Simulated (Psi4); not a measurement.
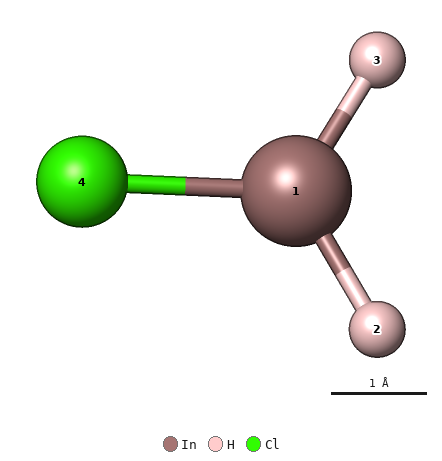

**Figure 1.** The structure (ball-and-stick view, seen at an oblique angle; atoms are numbered from 1 in the order of the input). Sticks mark near contacts. Bond lengths as drawn: Cl–In 2.28 Å and H–In 1.71 Å.

## InH$_{2}$Cl: single-point calculation

- system: InH$_{2}$Cl, SMILES [H][In]([H])[Cl]
- method: PBE0/def2-SVP, RKS, core potentials def2 (Psi4 1.11)

The geometry comes from this level: GFN2-xTB.

### What the program printed
```
Psi4 1.11 release

   => Loading Basis Set <=

    Name: DEF2-SVP
    Role: ORBITAL
    Keyword: BASIS

    !!!  WARNING: ECP capability is in beta. Please check occupations closely.  !!!

         ---------------------------------------------------------
                                   SCF
                              RKS Reference
                        1 Threads,   1525 MiB Core
         ---------------------------------------------------------

  ==> Geometry <==

    Molecular point group: c1
    Full point group: C1

    Geometry (in Bohr), charge = 0, multiplicity = 1:

       Center              X                  Y                   Z               Mass
    ------------   -----------------  -----------------  -----------------  -----------------
         IN           0.497181607170     0.832193361168    -0.003922713246   114.903878776000
         H            3.733904517170     0.801069571168     0.018262676754     1.007825032230
         H           -1.062390462830     3.667973081168    -0.040772373246     1.007825032230
         CL          -1.710679912830    -2.863298348832     0.013538356754    34.968852682000

  Running in c1 symmetry.

  Rotational constants: A =      3.82567  B =      0.11788  C =      0.11436 [cm^-1]
  Rotational constants: A = 114690.79936  B =   3534.04123  C =   3428.39976 [MHz]
  Nuclear repulsion =  101.265289695521304

  Charge       = 0
  Multiplicity = 1
  Electrons    = 40
  Nalpha       = 20
  Nbeta        = 20

  ==> Algorithm <==

  SCF Algorithm Type is PK.
  DIIS enabled.
  MOM disabled.
  Fractional occupation disabled.
  Guess Type is SAD.
  Energy threshold   = 1.00e-06
  Density threshold  = 1.00e-06
  Integral threshold = 1.00e-12

  ==> Primary Basis <==

  Basis Set: DEF2-SVP
    Blend: DEF2-SVP
    Number of shells: 24
    Number of basis functions: 54
    Number of Cartesian functions: 57
    Spherical Harmonics?: true
    Max angular momentum: 2

  Core potential: DEF2-SVP
    Number of shells: 4
    Number of ECP primitives: 18
    Number of ECP core electrons: 28
    Max angular momentum: 3

  ==> DFT Potential <==

   => LibXC <=

    Version 7.1.2

   => Composite Functional: PBE0 <=

    PBE0 Hyb-GGA Exchange-Correlation Functional

    Deriv               =              1
    GGA                 =           TRUE
    Meta                =          FALSE

    Exchange Hybrid     =           TRUE
    MP2 Hybrid          =          FALSE

   => Exchange Functionals <=

    0.7500   Perdew, Burke & Ernzerhof

   => Exact (HF) Exchange <=

    0.2500               HF

   => Correlation Functionals <=

    1.0000   Perdew, Burke & Ernzerhof

   => LibXC Density Thresholds  <==

    XC_HYB_GGA_XC_PBEH:  1.00E-15

   => Molecular Quadrature <=

    Radial Scheme          =       TREUTLER
    Pruning Scheme         =           NONE
    Nuclear Scheme         =       TREUTLER

    Blocking Scheme        =         OCTREE
    BS radius alpha        =              1
    Pruning alpha          =              1
    Radial Points          =             99
    Spherical Points       =            590
    Total Points           =         222021
    Total Blocks           =           1696
    Max Points             =            256
    Max Functions          =             54
    Weights Tolerance      =       1.00E-15

  ==> Integral Setup <==

  Using in-core PK algorithm.
   Calculation information:
      Number of atoms:                   4
      Number of AO shells:              24
      Number of primitives:             51
      Number of atomic orbitals:        57
      Number of basis functions:        54

      Integral cutoff                 1.00e-12
      Number of threads:                 1

  Performing in-core PK
  Using 2206710 doubles for integral storage.
  We computed 43355 shell quartets total.
  Whereas there are 45150 unique shell quartets.

  ==> DiskJK: Disk-Based J/K Matrices <==

    J tasked:                  Yes
    K tasked:                  Yes
    wK tasked:                  No
    Memory [MiB]:              857
    Schwarz Cutoff:          1E-12

  Cached 100.0% of DFT collocation blocks in 0.280 [GiB].

  Minimum eigenvalue in the overlap matrix is 3.0247195888E-02.
  Reciprocal condition number of the overlap matrix is 8.2413669413E-03.
    Using symmetric orthogonalization.

  ==> Pre-Iterations <==

  SCF Guess: Superposition of Atomic Densities via on-the-fly atomic UHF (no occupation information).

   -------------------------
    Irrep   Nso     Nmo
   -------------------------
     A         54      54
   -------------------------
    Total      54      54
   -------------------------

  ==> Iterations <==

                        Total Energy        Delta E     RMS |[F,P]|

   @RKS iter SAD:  -650.27508443003853   -6.50275e+02   0.00000e+00
   @RKS iter   1:  -651.20747178586032   -9.32387e-01   5.28531e-03 ADIIS/DIIS
   @RKS iter   2:  -651.23473147862376   -2.72597e-02   3.55782e-03 ADIIS/DIIS
   @RKS iter   3:  -651.25054393480900   -1.58125e-02   4.55285e-04 ADIIS/DIIS
   @RKS iter   4:  -651.25099087202830   -4.46937e-04   1.38106e-04 ADIIS/DIIS
   @RKS iter   5:  -651.25102203810957   -3.11661e-05   2.17460e-05 DIIS
   @RKS iter   6:  -651.25102296047748   -9.22368e-07   1.56969e-06 DIIS
   @RKS iter   7:  -651.25102296526654   -4.78906e-09   3.64517e-07 DIIS
  Energy and wave function converged.

  ==> Post-Iterations <==

   Electrons on quadrature grid:
      Ntotal   =   40.0000002805 ; deviation = 2.805e-07

    Orbital Energies [Eh]
    ---------------------

    Doubly Occupied:

       1A   -101.657427     2A     -9.508854     3A     -7.247221
       4A     -7.242417     5A     -7.241244     6A     -4.742132
       7A     -3.143503     8A     -3.134767     9A     -3.131076
      10A     -0.848285    11A     -0.810850    12A     -0.810013
      13A     -0.807379    14A     -0.805678    15A     -0.772347
      16A     -0.455810    17A     -0.349212    18A     -0.342093
      19A     -0.328452    20A     -0.295407

    Virtual:

      21A     -0.066049    22A     -0.019804    23A      0.050079
      24A      0.087911    25A      0.131107    26A      0.168645
      27A      0.172509    28A      0.195898    29A      0.308399
      30A      0.328599    31A      0.414925    32A      0.425552
      33A      0.432976    34A      0.619963    35A      0.663861
      36A      0.719648    37A      0.808299    38A      0.814062
      39A      0.832517    40A      0.874060    41A      0.878810
      42A      0.988149    43A      1.003563    44A      1.277624
      45A      1.498177    46A      1.505833    47A      1.548960
      48A      1.639247    49A      1.825501    50A      1.918993
      51A     15.875033    52A     16.291570    53A     16.691647
      54A     61.135994

    Final Occupation by Irrep:
              A
    DOCC [    20 ]
    NA   [    20 ]
    NB   [    20 ]

  @RKS Final Energy:  -651.25102296526654

   => Energetics <=

    Nuclear Repulsion Energy =            101.2652896955213038
    One-Electron Energy =               -1173.3658670217771487
    Two-Electron Energy =                 455.4128333834317459
    DFT Exchange-Correlation Energy =     -34.5632790224423303
    Empirical Dispersion Energy =           0.0000000000000000
    VV10 Nonlocal Energy =                  0.0000000000000000
    Total Energy =                       -651.2510229652665430

Computation Completed

Properties will be evaluated at   0.000000,   0.000000,   0.000000 [a0]

Properties computed using the SCF density matrix

 Multipole Moments:

 ------------------------------------------------------------------------------------
     Multipole            Electronic (a.u.)      Nuclear  (a.u.)        Total (a.u.)
 ------------------------------------------------------------------------------------

 L = 1.  Multiply by 2.5417464519 to convert [e a0] to [Debye]
 Dipole X            :         16.3262616          -15.9692307            0.3570308
 Dipole Y            :         27.3294551          -26.7309687            0.5984864
 Dipole Z            :         -0.1277641            0.1252654           -0.0024988
 Magnitude           :                                                    0.6968954

 ------------------------------------------------------------------------------------

	total time  =          4 seconds =       0.07 minutes

    Psi4 run time: 0:00:04.65
```

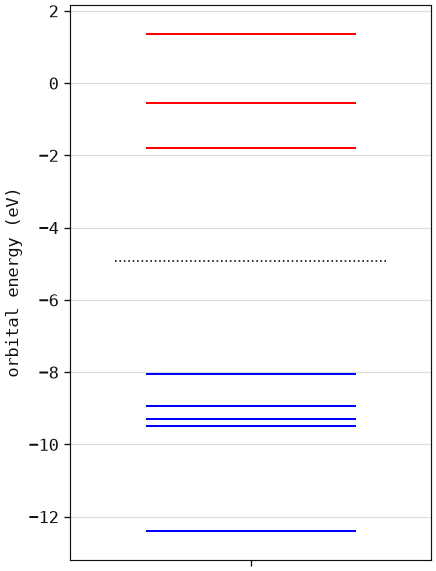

**Figure 2.** Orbital energies near the frontier; the dotted line parts filled from empty levels, and levels within 0.02 eV of each other stand side by side. Highest filled −8.04 eV, lowest empty −1.80 eV, 6.24 eV apart.

This output came from the following input.

### Input (job.in)
```
memory 1.6 GB

molecule system {
  In     0.13267767     0.22270422    -0.00069920
  H      3.36940058     0.19158043     0.02148619
  H     -1.42689440     3.05848394    -0.03754886
  Cl    -2.07518385    -3.47278749     0.01676187
  units bohr
  symmetry c1
}

set {
  basis                def2-SVP
  puream               true
  scf_type             pk
  dft_radial_points    99
  dft_spherical_points 590
}

e = energy('pbe0')
```

Launched with:
```bash
psi4 -i job.in -o job.out -n 1
```

### Key numbers

- outcome: converged
- total energy: −651.251023 hartree
- basis functions: 54
- HOMO: −8.04 eV
- LUMO: −1.80 eV
- dipole moment: 1.77 D
- hardware: 1 thread of Intel Xeon (Sapphire Rapids), 16 GiB of memory available, shared host
- wall time: 6.6 s
- peak memory: 0.53 GiB
